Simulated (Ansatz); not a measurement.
# C2H6Al (SMILES [CH3][Al][CH3]): U-r2SCAN/def2-SVPD

What is the electronic atomisation energy of C2H6Al at U-r2SCAN/def2-SVPD? 

The results are computed with Ansatz 0.2.0.

27 further runs of the same task are left out: 27 set aside as unsound or not needed.

### 1 The system as given

C2H6Al has 9 atoms, charge 0, and is taken as a doublet. As SMILES, `[CH3][Al][CH3]`. Geometry: relaxed at PBE0-D4/def2-TZVP.

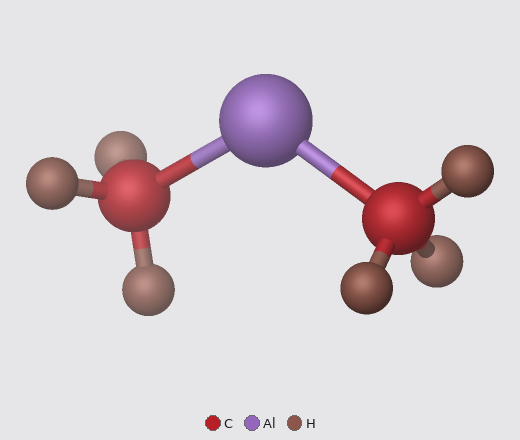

Viewed from a chosen angle; carbon red, aluminium purple, hydrogen brown.

### 2 The energy at U-r2SCAN/def2-SVPD

File molecule.yaml:

```yaml
crystal:
  periodic: [false, false, false]
  atoms:
    - {symbol: C, position_ang: [-0.810700, 1.130600, -0.941500]}
    - {symbol: Al, position_ang: [0.731000, 0.705500, 0.211900]}
    - {symbol: C, position_ang: [0.877300, -1.111400, 0.957800]}
    - {symbol: H, position_ang: [-1.467800, 0.264500, -1.069000]}
    - {symbol: H, position_ang: [-0.481900, 1.460900, -1.931900]}
    - {symbol: H, position_ang: [-1.401500, 1.950000, -0.519700]}
    - {symbol: H, position_ang: [0.915300, -1.838200, 0.137400]}
    - {symbol: H, position_ang: [-0.021800, -1.337900, 1.543500]}
    - {symbol: H, position_ang: [1.748700, -1.270300, 1.594400]}
basis:
  gaussian: {orbitals: def2-SVPD}
output: {orbitals: {seedname: orbitals}}
hamiltonian: {xc: r2scan}
magnetization: {spin_polarized: true, initial_magnetization: 1}
accuracy: high
total_charge: 0
```

Started as:

```bash
$ ansatz run molecule.yaml --threads 1 --pin off --max-ram 3480MiB --events-out events.jsonl --progress --plain --runs-dir runs
```

The log of the run:

```text
Warning: RAYON_NUM_THREADS=1 ignored (pool sized by the plan → 1); use --threads N
Functional definition: r2SCAN
  name "r2SCAN"
  parameter k0 = 0.174
  parameter k1 = 0.065
  parameter a1 = 4.9479
  exchange = r2scan_x(k0 = k0, k1 = k1, a1 = a1)
  correlation = r2scan_c
2260 factors; integrals over basis functions are off by at most 3.5e-9 eV
mean field evaluation 1: about -8749.2870 eV, gradient 5.0e1 eV
mean field evaluation 2: about -8732.8442 eV, gradient 6.8e1 eV
mean field evaluation 4: about -8762.1092 eV, gradient 2.1e0 eV
mean field evaluation 8: about -8762.1410 eV, gradient 5.1e-2 eV
mean field evaluation 16: about -8762.1410 eV, gradient 4.4e-5 eV
mean field -8762.14100689 eV, -322.0027428106 hartree, gradient 6.3e-8 eV, S^2 0.752109; 0 other end points of the search recorded, 0 dependent functions left out
reference -8762.14101218 eV, -322.0027430052 hartree; 16, 15 occupied and 96, 97 virtual orbitals, 2260 factors
Total energy: -8762.14101218 eV, -322.0027430052 hartree
```

It took 21 s on 1 thread of Arm Neoverse V2, shared host; peak memory 0.53 GiB.

### 3 The Al atom at the same level

File in.yaml:

```yaml
crystal:
  periodic: [false, false, false]
  atoms:
    - {symbol: Al, position_ang: [0.000000, 0.000000, 0.000000]}
basis:
  gaussian:
    orbitals: def2-SVPD
magnetization:
  spin_polarized: true
  initial_magnetization: 1
hamiltonian:
  xc: r2scan
accuracy: high
```

Run the same way, it converges to -242.24753 Eh (log not shown).

### 4 The C atom

File job.yaml:

```yaml
crystal:
  periodic: [false, false, false]
  atoms:
    - symbol: C
      position_ang: [0.000000, 0.000000, 0.000000]
basis:
  gaussian: {orbitals: def2-SVPD}
magnetization: {spin_polarized: true, initial_magnetization: 2}
hamiltonian: {xc: {name: r2SCAN}}
accuracy: high
```

Run the same way, it converges to -37.78828 Eh (log not shown).

### 5 The H atom, same level

File input.yaml:

```yaml
crystal:
  periodic: [false, false, false]
  atoms:
    - symbol: H
      position_ang: [0.000000, 0.000000, 0.000000]
basis:
  gaussian:
    orbitals: def2-SVPD
total_charge: 0
magnetization:
  spin_polarized: true
  initial_magnetization: 1
hamiltonian:
  xc: r2scan
accuracy: high
```

Run the same way, it converges to -0.49921 Eh (log not shown).

### 6 Summary of results

Level: U-r2SCAN/def2-SVPD.

| quantity | value |
| --- | --- |
| molecule: total energy | -322.00274 Eh |
| molecule: HOMO energy (highest over α and β) | -4.27 eV |
| molecule: LUMO energy (lowest over α and β) | -2.11 eV |
| molecule: ⟨S²⟩ | 0.752 |
| Al atom: total energy | -242.24753 Eh |
| Al atom: ⟨S²⟩ | 0.760 |
| C atom: total energy | -37.78828 Eh |
| C atom: ⟨S²⟩ | 2.006 |
| H atom: total energy | -0.49921 Eh |
| H atom: ⟨S²⟩ | 0.750 |
| electronic atomisation energy | 32.202 eV |

**Reading.** Taking the molecule apart into free atoms costs 32.20 eV (743 kcal/mol), before zero-point energy and without spin-orbit coupling.
